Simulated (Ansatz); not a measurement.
# One shape, several levels: SiNH4F (SMILES N[SiH2]F)

We compute a comparison of 6 runs (HF/3-21G, B3LYP/6-31G*, HSE06/aug-cc-pVDZ, RPA@PBE/aug-cc-pVDZ, RPA@PBE0/aug-cc-pVDZ) of SiNH4F. 

Program for the calculation: Ansatz 0.2.0.

67 further runs of the same task are left out: 67 set aside as unsound or not needed.

**1. The structure to begin with**

The species is SiNH4F (7 atoms), meant as a singlet with charge 0. SMILES: `N[SiH2]F`. The N1–H5 distance was set to 1.308 Å, away from the relaxed value.

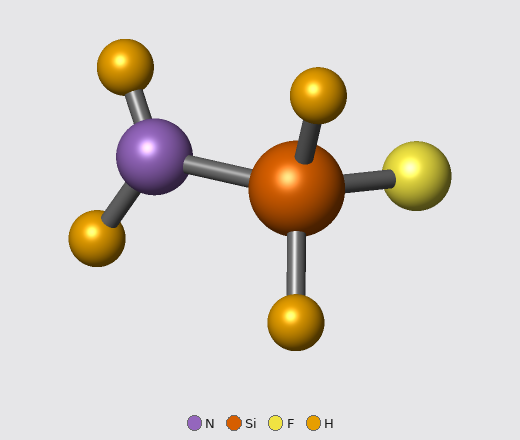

Viewed from a chosen angle; nitrogen purple, silicon orange, fluorine yellow, hydrogen amber.

**2. A single-point energy at HF/3-21G (run 1)**

The input, run.yaml:

```yaml
crystal:
  periodic: [false, false, false]
  atoms:
    - {symbol: "N", position_ang: [-0.485305, 0.286653, -0.735234]}
    - {symbol: Si, position_ang: [0.807295, -0.168047, 0.263366]}
    - {symbol: F, position_ang: [0.791295, -1.706247, 0.719766]}
    - {symbol: H, position_ang: [-0.510405, 0.052753, -1.713634]}
    - {symbol: H, position_ang: [-1.682200, 0.513500, -0.258400]}
    - {symbol: H, position_ang: [0.732095, 0.623853, 1.510666]}
    - {symbol: H, position_ang: [2.065595, 0.015653, -0.492334]}
basis:
  gaussian: {orbitals: 3-21G.json}
hamiltonian: {xc: hf}
accuracy: high
output: {orbitals: {seedname: orbitals}}
```

The basis set 3-21G is read from a file made from the Basis Set Exchange's data (not shown).

Run with:

```
$ ansatz run run.yaml --threads 1 --pin off --max-ram 3480MiB --events-out events.jsonl --progress --plain --runs-dir runs
```

What it wrote:

```text
Warning: RAYON_NUM_THREADS=1 ignored (pool sized by the plan → 1); use --threads N
Functional definition: HF
  name "HF"
  exchange = exact_x
  correlation = 0
874 factors; integrals over basis functions are off by at most 3.9e-9 eV
mean field evaluation 1: about -12047.0411 eV, gradient 3.2e1 eV
mean field evaluation 2: about -12047.2839 eV, gradient 3.3e1 eV
mean field evaluation 4: about -12049.3151 eV, gradient 1.6e0 eV
mean field evaluation 8: about -12049.3393 eV, gradient 2.2e-1 eV
mean field evaluation 16: about -12049.3395 eV, gradient 3.9e-8 eV
mean field -12049.33948482 eV, -442.8050587313 hartree, gradient 3.9e-8 eV, S^2 0.000000; 0 other end points of the search recorded, 0 dependent functions left out
reference -12049.33948482 eV, -442.8050587313 hartree; 17, 17 occupied and 22, 22 virtual orbitals, 874 factors
Total energy: -12049.33948482 eV, -442.8050587313 hartree
```

Run time: 0.24 s. Hardware: 1 thread of Intel Xeon 6975P-C (Granite Rapids), shared host.

**3. The energy at B3LYP/6-31G(d) (spherical functions) (run 2)**

run.yaml: that of step 2 with these lines changed.

```diff
@@ -3,3 +3,3 @@
   atoms:
-    - {symbol: "N", position_ang: [-0.485305, 0.286653, -0.735234]}
+    - {symbol: N, position_ang: [-0.485305, 0.286653, -0.735234]}
     - {symbol: Si, position_ang: [0.807295, -0.168047, 0.263366]}
@@ -11,4 +11,6 @@
 basis:
-  gaussian: {orbitals: 3-21G.json}
-hamiltonian: {xc: hf}
+  gaussian:
+    orbitals: 6-31G_st_-spherical.json
+hamiltonian:
+  xc: {name: B3LYP}
 accuracy: high
```

The basis set 6-31G* is read from a file made from the Basis Set Exchange's data (not shown).

Run with:

```
$ ansatz run run.yaml --threads 1 --pin off --max-ram 3480MiB --events-out events.jsonl --progress --plain --runs-dir runs
```

What it wrote:

```text
Warning: RAYON_NUM_THREADS=1 ignored (pool sized by the plan → 1); use --threads N
Functional definition: B3LYP
  name "B3LYP"
  parameter a0 = 0.2
  parameter ax = 0.72
  parameter ac = 0.81
  exchange = (1 - a0 - ax)*slater_x + ax*b88_x + a0*exact_x
  correlation = (1 - ac)*vwn_rpa_c + ac*lyp_c
1207 factors; integrals over basis functions are off by at most 3.5e-9 eV
mean field evaluation 1: about -12143.9318 eV, gradient 5.8e1 eV
mean field evaluation 2: about -12132.1966 eV, gradient 9.0e1 eV
mean field evaluation 4: about -12150.4525 eV, gradient 5.4e0 eV
mean field evaluation 8: about -12150.6305 eV, gradient 1.2e-1 eV
mean field evaluation 16: about -12150.6305 eV, gradient 1.9e-6 eV
mean field -12150.63053276 eV, -446.5274360859 hartree, gradient 7.8e-9 eV, S^2 0.000000; 0 other end points of the search recorded, 0 dependent functions left out
reference -12150.63056869 eV, -446.5274374061 hartree; 17, 17 occupied and 37, 37 virtual orbitals, 1207 factors
Total energy: -12150.63056869 eV, -446.5274374061 hartree
```

It took 1.9 s on 1 thread of Intel Xeon 6975P-C (Granite Rapids), shared host; peak memory 0.17 GiB.

Run 3 isn't shown in full; the table further down has it.

**4. A single-point energy at HSE06/aug-cc-pVDZ (run 4)**

The input, run.yaml:

```yaml
crystal:
  periodic: [false, false, false]
  atoms:
    - symbol: N
      position_ang: [-0.485305, 0.286653, -0.735234]
    - symbol: Si
      position_ang: [0.807295, -0.168047, 0.263366]
    - symbol: F
      position_ang: [0.791295, -1.706247, 0.719766]
    - symbol: H
      position_ang: [-0.510405, 0.052753, -1.713634]
    - symbol: H
      position_ang: [-1.682200, 0.513500, -0.258400]
    - symbol: H
      position_ang: [0.732095, 0.623853, 1.510666]
    - symbol: H
      position_ang: [2.065595, 0.015653, -0.492334]
basis:
  gaussian: {orbitals: aug-cc-pVDZ}
hamiltonian: {xc: {name: HSE06}}
accuracy: high
output: {orbitals: {seedname: orbitals}}
```

Run with:

```
$ ansatz run run.yaml --threads 1 --pin off --max-ram 3480MiB --events-out events.jsonl --progress --plain --runs-dir runs
```

What it wrote:

```text
Warning: RAYON_NUM_THREADS=1 ignored (pool sized by the plan → 1); use --threads N
Functional definition: HSE06
  name "HSE06"
  parameter a = 0.25
  parameter omega = 0.11/bohr
  exchange = pbe_x - a*pbe_x_sr(omega) + a*exact_x_sr(omega)
  correlation = pbe_c
2237 factors; integrals over basis functions are off by at most 3.7e-9 eV
137 factors; integrals over basis functions are off by at most 1.6e-9 eV
mean field evaluation 1: about -12135.1292 eV, gradient 6.4e1 eV
mean field evaluation 2: about -12116.4771 eV, gradient 1.0e2 eV
mean field evaluation 4: about -12142.9518 eV, gradient 8.2e0 eV
mean field evaluation 8: about -12143.1230 eV, gradient 1.7e-1 eV
mean field evaluation 16: about -12143.1230 eV, gradient 7.4e-6 eV
mean field -12143.12304104 eV, -446.2515408539 hartree, gradient 5.3e-8 eV, S^2 0.000000; 0 other end points of the search recorded, 0 dependent functions left out
reference -12143.12305046 eV, -446.2515411998 hartree; 17, 17 occupied and 92, 92 virtual orbitals, 2237 factors
Total energy: -12143.12305046 eV, -446.2515411998 hartree
```

Wall time 5.7 s (1 thread of Intel Xeon 6975P-C (Granite Rapids), shared host); peak memory 0.4 GiB.

Run 5 isn't shown in full; the table further down has it.

**5. A single-point energy at RPA@PBE0/aug-cc-pVDZ (run 6)**

The input, job.yaml:

```yaml
crystal:
  periodic: [false, false, false]
  atoms:
    - {symbol: "N", position_ang: [-0.485305, 0.286653, -0.735234]}
    - {symbol: Si, position_ang: [0.807295, -0.168047, 0.263366]}
    - {symbol: F, position_ang: [0.791295, -1.706247, 0.719766]}
    - {symbol: H, position_ang: [-0.510405, 0.052753, -1.713634]}
    - {symbol: H, position_ang: [-1.682200, 0.513500, -0.258400]}
    - {symbol: H, position_ang: [0.732095, 0.623853, 1.510666]}
    - {symbol: H, position_ang: [2.065595, 0.015653, -0.492334]}
basis:
  gaussian: {orbitals: aug-cc-pVDZ}
hamiltonian: {xc: {name: PBE0}}
correlation: {method: rpa, frozen_orbitals: {F: 1, H: 0, "N": 1, Si: 5}}
accuracy: high
```

Run with:

```
$ ansatz run job.yaml --threads 1 --pin off --max-ram 3480MiB --events-out events.jsonl --progress --plain --runs-dir runs
```

What it wrote, shortened:

```text
Warning: RAYON_NUM_THREADS=1 ignored (pool sized by the plan → 1); use --threads N
Functional definition: PBE0
  name "PBE0"
[...]
2237 factors; integrals over basis functions are off by at most 3.7e-9 eV
[...]
mean field -12143.48789516 eV, -446.2649489955 hartree, gradient 5.3e-8 eV, S^2 0.000000; 0 other end points of the search recorded, 0 dependent functions left out
7 core orbitals not correlated: weight in the atoms' cores, before any rotation towards them, 1.000 or more for the frozen orbitals, at most 0.000 for the correlated occupied ones
reference -12114.24710071 eV, -445.1903696193 hartree; 10, 10 occupied and 92, 92 virtual orbitals, 2237 factors
Total energy: -12134.08536891 eV, -445.9194125291 hartree
```

Run time: 8.1 s. Hardware: 1 thread of Intel Xeon 6975P-C (Granite Rapids), shared host; peak memory 0.45 GiB.

**6. The series**

| run | level | Cartesian functions | frozen core orbitals | energy (Eh) | HOMO energy (eV) | LUMO energy (eV) | HOMO–LUMO gap (eV) | wall time |
| --- | --- | --- | --- | --- | --- | --- | --- | --- |
| 1 | HF/3-21G | no | – | -442.805059 | -11.37 | 4.57 | 15.94 | 0.24 s |
| 2 | B3LYP/6-31G* (spherical functions) | no | – | -446.527437 | -7.39 | -0.20 | 7.18 | 1.9 s |
| 3 | B3LYP/6-31G* (Cartesian functions) | yes | – | -446.531590 | -7.39 | -0.23 | 7.16 | 1.9 s |
| 4 | HSE06/aug-cc-pVDZ | no | – | -446.251541 | -7.61 | -1.23 | 6.37 | 5.7 s |
| 5 | RPA@PBE/aug-cc-pVDZ | no | 7 | -445.976613 | – | – | – | 7.8 s |
| 6 | RPA@PBE0/aug-cc-pVDZ | no | 7 | -445.919413 | – | – | – | 8.1 s |

**7. Outcome**

```
                               quantity          value
                    run 6: total energy  -445.91941 Eh
run 6: RPA correlation energy (valence)     -729.0 mEh
```

In words: Over runs 1, 2, 3, 4 the HOMO–LUMO gap runs from 6.37 eV (HSE06/aug-cc-pVDZ) to 15.94 eV (HF/3-21G). The two ends differ in method and basis. Totals of different functionals can't be ranked against each other. All runs together took 26 s, the longest 8.1 s.
